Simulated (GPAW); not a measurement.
# MgNi3C (Pm-3m): the Ni K absorption edge, part 3 of 3

How does the Ni K edge of MgNi3C (Pm-3m) move when the bonds are compressed or stretched?

GPAW 26.7.0; X-ray absorption from dipole matrix elements to empty bands, plane-wave PAW LDA.

So far. Step 4 (Spectrum with XCH, Ni atom 1): The total-energy difference is 8311.85 eV. The tabulated edge of the element is 8333 eV. The functional leaves an error in such absolute values: in the free atom LDA prices this hole 17.6 eV below PBE (computed apart), and PBE is itself good to a few eV. Step 6 (Spectrum with XCH, Ni atom 1): Against the first run the r.m.s. difference is 12 %. The highest intensity below 24 eV goes from 20.8 eV (1.67) to 22.2 eV (1.69).

## Step 7: Reference energy of the supercell

Level of this step: plane-wave PAW DFT, LDA, self-consistent field (GPAW).

The cell and mesh change for the next run, so it gets a reference energy of its own.

The cell differs from the one that the last finished run ended in (a 5.220 → 5.440 Å, b 5.220 → 5.440 Å, c 5.220 → 5.440 Å).

File scf.py:

```python
import numpy as np
from ase import Atoms
from ase.parallel import parprint, paropen
from gpaw import GPAW, PW, FermiDirac, Mixer, MixerDif, setup_paths
from gpaw.test import gen
setup_paths.insert(0, '.')
gen('Ni', name='nch1s', xcname='LDA', corehole=(1, 0, 0), write_xml=True)
from gpaw.mpi import world
world.barrier()

atoms = Atoms('Ni6Mg2C2',
    cell=[[3.84661433, 0, 3.84661433],
     [0, 3.84661433, 3.84661433],
     [-3.84661433, 0, 3.84661433]],
    scaled_positions=[[0, 0.5, 0.5],
     [0.5, 0.5, 0],
     [0.5, 0, 0],
     [0, 0, 0.5],
     [0, 0.5, 0],
     [0.5, 0.5, 0.5],
     [0, 0, 0],
     [0.5, 0, 0.5],
     [0.25, 0.5, 0.75],
     [0.75, 0.5, 0.25]],
    magmoms=[2.0, 2.0, 2.0, 2.0, 2.0, 2.0, 0.0, 0.0, 0.0, 0.0],
    pbc=True)
atoms.calc = calc = GPAW(legacy_gpaw=True, mode=PW(430), xc='LDA', setups={0: 'nch1s'},
    kpts={'size': (4, 4, 4), 'gamma': True}, occupations=FermiDirac(0.1),
    charge=0, mixer=MixerDif(0.05, 8, 50), maxiter=150,
    convergence={'density': 0.0001}, txt='scf.txt')
energy = atoms.get_potential_energy() + calc.get_reference_energy()
ef = calc.get_fermi_level()
out = dict(energy=energy, fermi=ef, forces=atoms.get_forces().tolist(), magmoms=atoms.get_magnetic_moments().tolist())
parprint(f'all-electron energy {energy:.4f} eV, Fermi level {ef:.4f} eV')
ev = np.array([[calc.get_eigenvalues(k, s) for k in range(len(calc.get_ibz_k_points()))] for s in range(calc.get_number_of_spins())])
out['homo'], out['lumo'], out['counts'] = ev[ev < ef].max(), ev[ev > ef].min(), sorted(set((ev < ef).sum((0, 2)).tolist()))
out['filled'] = (ev[:, 0] < ef).sum(1).tolist()
import json
with paropen('out.json', 'w') as f:
    json.dump(out, f)
```

Started as:

```bash
$ OMP_NUM_THREADS=1 mpirun -n 2 gpaw python scf.py
```

Numbers of over 12 decimals in the logs are rounded to 6 here.

What it wrote:

```text
Input parameters:
  convergence: {density: 0.0001}
  kpts: {gamma: True,
         size: (4, 4, 4)}
  maxiter: 150
  mixer: {backend: pulay,
          beta: 0.05,
          method: difference,
          nmaxold: 8,
          weight: 50}
  mode: {ecut: 430.0,
         name: pw}
  occupations: {fixmagmom: False,
                name: fermi-dirac,
                width: 0.1}
  setups: {0: nch1s}

Initialize ...

[...]
*s    :     0.784720
3p(6) :    -2.618967     0.052480
4p(0) :    -0.049170     1.003908
3d(8) :    -0.335915     0.225674
*d    :     0.664085
--------------------------------

Diagonalizing with gridspacing h=0.050

state   all-electron     PAW
-------------------------------
4s:      -0.215280    -0.215531
3p:      -2.618967    -2.619713
3d:      -0.335915    -0.336667
*f:                    0.071842
-------------------------------
all-electron energy -260771.4115 eV, Fermi level 7.1428 eV
[key lines of the parts left out:]
Converged after 14 iterations.
Dipole moment: (0.000000, 0.000000, 0.000000) |e|*Ang
Free energy:    -75.903689
Fermi level: 7.14284
```

Wall time 1.8 min (2 MPI ranks of Arm Neoverse V2, shared host); peak memory 0.43 GiB.

Reference energy: -260771.411 eV with the cores included.

## Step 8: Spectrum with XCH, Ni atom 1

Shorter bonds are expected to push antibonding states and scattering resonances up, and longer ones down; the cell is scaled to test that.

Changed against the first core-hole run: volume scale from 1 to 1.03.

File xas.py:

```python
import numpy as np
from ase import Atoms
from ase.parallel import parprint, paropen
from gpaw import GPAW, PW, FermiDirac, Mixer, MixerDif, setup_paths
from gpaw.test import gen
setup_paths.insert(0, '.')
gen('Ni', name='fch1s', xcname='LDA', corehole=(1, 0, 1), write_xml=True)
from gpaw.mpi import world
world.barrier()

atoms = Atoms('Ni6Mg2C2',
    cell=[[3.84661433, 0, 3.84661433],
     [0, 3.84661433, 3.84661433],
     [-3.84661433, 0, 3.84661433]],
    scaled_positions=[[0, 0.5, 0.5],
     [0.5, 0.5, 0],
     [0.5, 0, 0],
     [0, 0, 0.5],
     [0, 0.5, 0],
     [0.5, 0.5, 0.5],
     [0, 0, 0],
     [0.5, 0, 0.5],
     [0.25, 0.5, 0.75],
     [0.75, 0.5, 0.25]],
    magmoms=[2.0, 2.0, 2.0, 2.0, 2.0, 2.0, 0.0, 0.0, 0.0, 0.0],
    pbc=True)
atoms.calc = calc = GPAW(legacy_gpaw=True, mode=PW(430), xc='LDA', setups={0: 'fch1s'},
    kpts={'size': (4, 4, 4), 'gamma': True}, occupations=FermiDirac(0.1),
    charge=-1, mixer=MixerDif(0.05, 8, 50), maxiter=150,
    convergence={'density': 0.0001}, txt='scf.txt')
energy = atoms.get_potential_energy() + calc.get_reference_energy()
ef = calc.get_fermi_level()
out = dict(energy=energy, fermi=ef, forces=atoms.get_forces().tolist(), magmoms=atoms.get_magnetic_moments().tolist())
parprint(f'all-electron energy {energy:.4f} eV, Fermi level {ef:.4f} eV')
ev = np.array([[calc.get_eigenvalues(k, s) for k in range(len(calc.get_ibz_k_points()))] for s in range(calc.get_number_of_spins())])
out['homo'], out['lumo'], out['counts'] = ev[ev < ef].max(), ev[ev > ef].min(), sorted(set((ev < ef).sum((0, 2)).tolist()))
out['filled'] = (ev[:, 0] < ef).sum(1).tolist()

from ase.units import Ha
from gpaw.xas import dipole_matrix_elements
nb = int(calc.get_number_of_electrons() / 2) + 101
top, nb = nb, nb + 8 + nb // 12
nscf = calc.fixed_density(kpts={'size': (5, 5, 5), 'gamma': True}, nbands=nb,
    convergence={'bands': top, 'eigenstates': 1e-5}, maxiter=60, txt='nscf.txt')
cell = atoms.cell.array
ops = [cell.T @ U.T @ np.linalg.inv(cell.T) for U in nscf.wfs.kd.symmetry.op_scc]
E = np.arange(-6, 34, 0.1)
fwhm = np.interp(E, [4, 25], [1.44, 3.5])
Y, X, zero, highest = 0, 0, 1e9, 1e9
for spin in range(nscf.get_number_of_spins()):
    wfs = nscf.wfs
    A = dipole_matrix_elements(wfs.setups[0])
    eps = np.zeros((wfs.kd.nibzkpts, nb))
    d = np.zeros((3, A.shape[1], wfs.kd.nibzkpts, nb), complex)
    for kpt in wfs.kpt_u:
        if kpt.s == spin and 0 in kpt.P_ani:
            eps[kpt.k] = kpt.eps_n * Ha
            d[:, :, kpt.k] = (kpt.weight * wfs.nspins / 2) ** 0.5 * np.inner(A, kpt.P_ani[0])
    world.sum(eps)
    world.sum(d)
    T = np.einsum('amkn,bmkn->abkn', d, d.conj()).real
    T = sum(np.einsum('ai,ijkn,bj->abkn', R, T, R) for R in ops) / len(ops)
    empty = eps > ef
    zero, highest = min(zero, eps[empty].min()), min(highest, eps[:, top - 1].min())
    lines = [(eps, T, empty)] if spin == 0 else lines + [(eps, T, empty)]
for eps, T, empty in lines:
    f = np.einsum('aakn->akn', T).reshape(3, -1)
    x = eps.ravel() - zero
    w = np.interp(x, E, fwhm) / 2.35482
    g = np.exp(-0.5 * ((E[:, None] - x) / w) ** 2) / (w * (2 * np.pi) ** 0.5)
    Y = Y + (f * empty.ravel()) @ g.T
    X = X + (f * ~empty.ravel()) @ g.T
out.update(E=E.round(2).tolist(), xas=Y.tolist(), xes=X.tolist(), zero=zero, valid=highest - zero, nk=len(eps), nb=nb)
for i in range(0, len(E), 10):
    parprint(f'{E[i]:7.2f}', *(f'{v:10.3e}' for v in Y[:, i]))
import json
with paropen('out.json', 'w') as f:
    json.dump(out, f)
```

Started as:

```bash
$ OMP_NUM_THREADS=1 mpirun -n 2 gpaw python xas.py
```

What it wrote:

```text
Input parameters:
  charge: -1
  convergence: {density: 0.0001}
  kpts: {gamma: True,
         size: (4, 4, 4)}
  maxiter: 150
  mixer: {backend: pulay,
          beta: 0.05,
          method: difference,
          nmaxold: 8,
          weight: 50}
  mode: {ecut: 430.0,
         name: pw}
  occupations: {fixmagmom: False,
                name: fermi-dirac,
                width: 0.1}
  setups: {0: fch1s}

[...]
4s:      -0.570148    -0.570533
3p:      -3.433483    -3.434132
3d:      -0.952222    -0.952912
*f:                   -0.019534
-------------------------------
all-electron energy -252459.6195 eV, Fermi level 7.2254 eV
  -6.00  1.005e-29  1.005e-29  7.063e-30
  -5.00  2.681e-23  2.681e-23  2.147e-23
  -4.00  5.188e-18  5.188e-18  4.887e-18
  -3.00  7.472e-14  7.472e-14  8.512e-14
[...]
32.00  2.443e-07  2.443e-07  3.372e-07
  33.00  2.579e-07  2.579e-07  2.988e-07
[key lines of the parts left out:]
Converged after 21 iterations.
Dipole moment: (0.000000, 0.000000, 0.000000) |e|*Ang
Free energy:   -120.470405
Fermi level: 7.22542
```

Elapsed: 6.9 min, on 2 MPI ranks; peak memory 0.75 GiB; 14 min of CPU time.

```tsv
E (eV)	first run	this run
-2.0	0.00	0.00
-1.0	0.03	0.03
0.0	0.27	0.26
1.0	0.36	0.35
2.0	0.37	0.37
3.0	0.55	0.54
4.0	0.67	0.65
5.0	0.72	0.72
6.0	0.88	0.88
7.0	1.20	1.20
8.0	1.19	1.12
9.0	0.89	0.86
10.0	0.79	0.79
11.0	0.85	0.86
12.0	0.88	0.88
13.0	0.94	0.97
14.0	1.14	1.20
15.0	1.39	1.44
16.0	1.56	1.58
17.0	1.60	1.57
18.0	1.53	1.50
19.0	1.52	1.55
20.0	1.63	1.65
21.0	1.67	1.62
22.0	1.55	1.46
23.0	1.40	1.35
24.0	1.36	1.36
25.0	1.40	1.38
26.0	1.38	1.29
27.0	1.23	1.10
28.0	1.03	0.92
29.0	0.89	0.84
30.0	0.86	0.85
31.0	0.88	0.87
32.0	0.89	0.85
```

Against the first run the r.m.s. difference is 4 %. The highest intensity below 24 eV goes from 20.8 eV (1.67) to 20.3 eV (1.66).

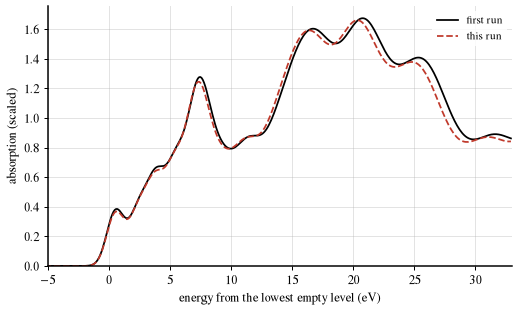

The effect of the change (volume scale from 1 to 1.03).

The photon energy of the zero moves by -0.06 eV.

## Step 9: Supercell without a hole, the energy reference

The cell changes for the next run, so it gets a reference energy of its own.

The cell differs from the one that the last finished run ended in (a 5.440 → 5.492 Å, b 5.440 → 5.492 Å, c 5.440 → 5.492 Å).

Edit scf.py of step 7 so:

```diff
@@ -11,5 +11,5 @@
 atoms = Atoms('Ni6Mg2C2',
-    cell=[[3.84661433, 0, 3.84661433],
-     [0, 3.84661433, 3.84661433],
-     [-3.84661433, 0, 3.84661433]],
+    cell=[[3.88360328, 0, 3.88360328],
+     [0, 3.88360328, 3.88360328],
+     [-3.88360328, 0, 3.88360328]],
     scaled_positions=[[0, 0.5, 0.5],
```

Started as:

```bash
$ OMP_NUM_THREADS=1 mpirun -n 2 gpaw python scf.py
```

What it wrote:

```text
Input parameters:
  convergence: {density: 0.0001}
  kpts: {gamma: True,
         size: (4, 4, 4)}
  maxiter: 150
  mixer: {backend: pulay,
          beta: 0.05,
          method: difference,
          nmaxold: 8,
          weight: 50}
  mode: {ecut: 430.0,
         name: pw}
  occupations: {fixmagmom: False,
                name: fermi-dirac,
                width: 0.1}
  setups: {0: nch1s}

Initialize ...

[...]
*s    :     0.784720
3p(6) :    -2.618967     0.052480
4p(0) :    -0.049170     1.003908
3d(8) :    -0.335915     0.225674
*d    :     0.664085
--------------------------------

Diagonalizing with gridspacing h=0.050

state   all-electron     PAW
-------------------------------
4s:      -0.215280    -0.215531
3p:      -2.618967    -2.619713
3d:      -0.335915    -0.336667
*f:                    0.071842
-------------------------------
all-electron energy -260771.0673 eV, Fermi level 6.8137 eV
[key lines of the parts left out:]
Converged after 18 iterations.
Dipole moment: (-0.000000, -0.000000, 0.000000) |e|*Ang
Free energy:    -75.562077
Fermi level: 6.81368
```

Run time: 2.3 min. Hardware: 2 MPI ranks; peak memory 0.43 GiB.

Reference energy: -260771.067 eV with the cores included.

## Step 10: Spectrum with XCH, Ni atom 1

Shorter bonds are expected to push antibonding states and scattering resonances up, and longer ones down; the cell is scaled to test that.

Changed against the first core-hole run: volume scale from 1 to 1.06.

Edit xas.py of step 8 so:

```diff
@@ -11,5 +11,5 @@
 atoms = Atoms('Ni6Mg2C2',
-    cell=[[3.84661433, 0, 3.84661433],
-     [0, 3.84661433, 3.84661433],
-     [-3.84661433, 0, 3.84661433]],
+    cell=[[3.88360328, 0, 3.88360328],
+     [0, 3.88360328, 3.88360328],
+     [-3.88360328, 0, 3.88360328]],
     scaled_positions=[[0, 0.5, 0.5],
@@ -40,3 +40,3 @@
 from gpaw.xas import dipole_matrix_elements
-nb = int(calc.get_number_of_electrons() / 2) + 101
+nb = int(calc.get_number_of_electrons() / 2) + 103
 top, nb = nb, nb + 8 + nb // 12
```

Started as:

```bash
$ OMP_NUM_THREADS=1 mpirun -n 2 gpaw python xas.py
```

What it wrote:

```text
Input parameters:
  charge: -1
  convergence: {density: 0.0001}
  kpts: {gamma: True,
         size: (4, 4, 4)}
  maxiter: 150
  mixer: {backend: pulay,
          beta: 0.05,
          method: difference,
          nmaxold: 8,
          weight: 50}
  mode: {ecut: 430.0,
         name: pw}
  occupations: {fixmagmom: False,
                name: fermi-dirac,
                width: 0.1}
  setups: {0: fch1s}

[...]
4s:      -0.570148    -0.570533
3p:      -3.433483    -3.434132
3d:      -0.952222    -0.952912
*f:                   -0.019534
-------------------------------
all-electron energy -252459.3274 eV, Fermi level 6.8955 eV
  -6.00  9.591e-30  9.591e-30  7.060e-30
  -5.00  2.571e-23  2.571e-23  2.155e-23
  -4.00  5.000e-18  5.000e-18  4.921e-18
  -3.00  7.229e-14  7.229e-14  8.579e-14
[...]
32.00  2.520e-07  2.520e-07  3.115e-07
  33.00  2.795e-07  2.795e-07  2.823e-07
[key lines of the parts left out:]
Converged after 18 iterations.
Dipole moment: (0.000000, -0.000000, 0.000000) |e|*Ang
Free energy:   -120.181024
Fermi level: 6.89553
```

Wall time 6.7 min (2 MPI ranks); peak memory 0.71 GiB; 13 min of CPU time.

```tsv
E (eV)	first run	this run
-2.0	0.00	0.00
-1.0	0.03	0.03
0.0	0.27	0.25
1.0	0.36	0.33
2.0	0.37	0.37
3.0	0.55	0.53
4.0	0.67	0.63
5.0	0.72	0.72
6.0	0.88	0.88
7.0	1.20	1.19
8.0	1.19	1.07
9.0	0.89	0.83
10.0	0.79	0.80
11.0	0.85	0.86
12.0	0.88	0.88
13.0	0.94	1.02
14.0	1.14	1.26
15.0	1.39	1.48
16.0	1.56	1.58
17.0	1.60	1.53
18.0	1.53	1.49
19.0	1.52	1.58
20.0	1.63	1.64
21.0	1.67	1.54
22.0	1.55	1.39
23.0	1.40	1.33
24.0	1.36	1.35
25.0	1.40	1.32
26.0	1.38	1.18
27.0	1.23	0.98
28.0	1.03	0.85
29.0	0.89	0.82
30.0	0.86	0.85
31.0	0.88	0.85
32.0	0.89	0.83
```

The scaled spectrum changes by 8 % r.m.s. The highest intensity below 24 eV goes from 20.8 eV (1.67) to 19.9 eV (1.65).

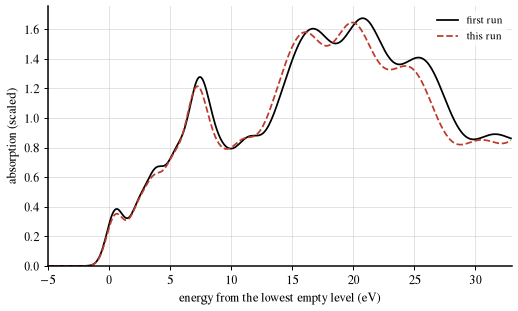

The effect of the change (volume scale from 1 to 1.06).

The photon energy of the zero moves by -0.11 eV.

## Step 11: The volumes side by side

```tsv
volume	nearest distance (Å)	shift of the zero (eV)	maximum 1 (eV above own zero)	maximum 2 (eV above own zero)	maximum 3 (eV above own zero)
0.91	1.846	+0.15	7.8	17.8	22.2
1	1.904	+0.00	7.5	16.7	20.8
1.03	1.923	-0.06	7.4	16.4	20.3
1.06	1.942	-0.11	7.3	16.1	19.9
```

The curves, each shifted by its zero's change so that they share one photon-energy axis, counted from the zero at V × 1:

```tsv
E (eV)	V × 0.91	V × 1	V × 1.03	V × 1.06
-2.0	0.00	0.00	0.00	0.00
-1.0	0.02	0.03	0.03	0.04
0.0	0.25	0.27	0.28	0.28
1.0	0.43	0.36	0.34	0.33
2.0	0.36	0.37	0.38	0.39
3.0	0.54	0.55	0.55	0.55
4.0	0.71	0.67	0.65	0.63
5.0	0.74	0.72	0.73	0.73
6.0	0.86	0.88	0.89	0.91
7.0	1.11	1.20	1.21	1.21
8.0	1.37	1.19	1.11	1.03
9.0	1.09	0.89	0.85	0.82
10.0	0.84	0.79	0.80	0.81
11.0	0.79	0.85	0.86	0.86
12.0	0.87	0.88	0.88	0.89
13.0	0.89	0.94	0.98	1.04
14.0	0.95	1.14	1.22	1.28
15.0	1.16	1.39	1.45	1.50
16.0	1.40	1.56	1.58	1.58
17.0	1.57	1.60	1.56	1.52
18.0	1.63	1.53	1.50	1.49
19.0	1.57	1.52	1.55	1.59
20.0	1.52	1.63	1.65	1.64
21.0	1.58	1.67	1.61	1.53
22.0	1.68	1.55	1.45	1.37
23.0	1.65	1.40	1.35	1.33
24.0	1.50	1.36	1.36	1.35
25.0	1.41	1.40	1.37	1.31
26.0	1.45	1.38	1.28	1.16
27.0	1.51	1.23	1.09	0.96
28.0	1.45	1.03	0.92	0.84
29.0	1.27	0.89	0.84	0.82
30.0	1.07	0.86	0.85	0.85
31.0	0.94	0.88	0.87	0.85
32.0	0.91	0.89	0.85	0.83
```

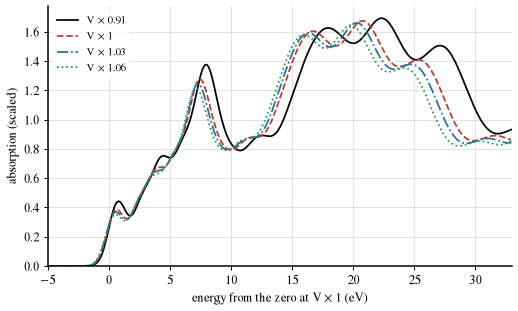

The edge at each volume, on one photon-energy scale.

## Step 12: Outcome

```yaml
absorber_and_edge: Ni K, atom 1 of the ground-state input (counted from 1)
surroundings: 2 C at 1.90 Å (linear, site symmetry 4/mmm)
highest_intensity_below_24_ev: 20.8 eV above the zero, height 1.67
photon_energy_of_the_zero_spin_polarised_hole_raw: 8311.8 eV (LDA puts this hole about 18 eV below PBE, itself good to a few eV)
```

From V × 0.91 to V × 1.06 the nearest distance grows by 0.096 Å and the zero moves by -0.26 eV. Above their own zero, the maxima move from 7.8 to 7.3 eV, from 17.8 to 16.1 eV and from 22.2 to 19.9 eV. The one highest in energy moves most, in the direction that the rule ΔE·R² ≈ constant for scattering resonances gives. The Ni K edge of atom 1, with 2 C at 1.90 Å (linear, site symmetry 4/mmm), has its highest intensity of the first 24 eV at 20.8 eV above the zero, near 8333 eV in photon energy (LDA puts this hole about 18 eV below PBE, itself good to a few eV), 1.7 times the mean level of the first 20 eV (Gaussian full width 1.44 eV up to 4 eV, rising linearly to 3.5 eV at 25 eV). The strongest dipole feature below the main edge lies at 0.7 eV (height 0.39); the site has an inversion centre, so it comes from p states mixed with the neighbours' empty states, not from local p–d mixing. The hole lies in one spin channel, while the script sums the empty states of both and takes the lower zero; where the two channels are split, this blurs and shifts the curve. Quadrupole 1s→3d transitions, which feed the pre-edge, are not in the dipole spectrum. The starting moments shrank to 0.00 μB or less, so this is hardly a magnetic state. The holes are only 5.4 Å apart, so the shape is probably not converged with cell size; no larger cell was run here. The mesh is coarse (0.33 Å⁻¹ between points), so small maxima may be mesh ripples. Lifetime broadening is put in by hand, and intensities beyond about 20 eV depend on it and on the partial waves. The structure is a published determination, not relaxed.

[Banner, clock and machine lines of the logs are left out without a mark of their own.]

[Logs are printed without paths, hosts, clocks, repeated set-up lines and the standing remarks that a program may print on its own settings, such as how far it seeks lower states.]

[Hosts, paths, dates, database ids (printed as entryN), source tags and the programs' standing remarks are cut or masked in the printed files.]

[Lists of maxima count a maximum above −3 eV only where it reaches 4 % of the highest in the window and stands out from its surroundings by 2 % of it (1.5 % where it reaches 55 %); shoulders and weaker maxima are passed over, and of the rest the first, up to two pre-edge ones and the few strongest are named.]
